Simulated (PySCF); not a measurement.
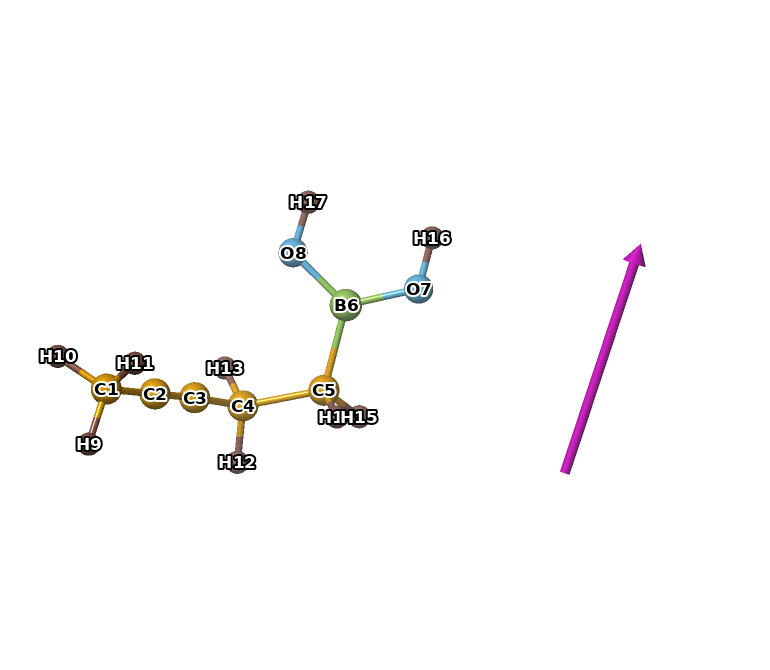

The arrow beside the molecule shows the direction of the dipole moment, from the negative to the positive end (its length means nothing). Geometry: an image of a reaction path computed with GFN2-xTB, not a minimum. Properties computed with PBE0/pcSseg-1, gas phase (PySCF 2.14.0).

> Estimate the dipole moment.

2.73 D; it points from the side of H9 to the side of H16, H17 (the outermost atoms at the two ends).
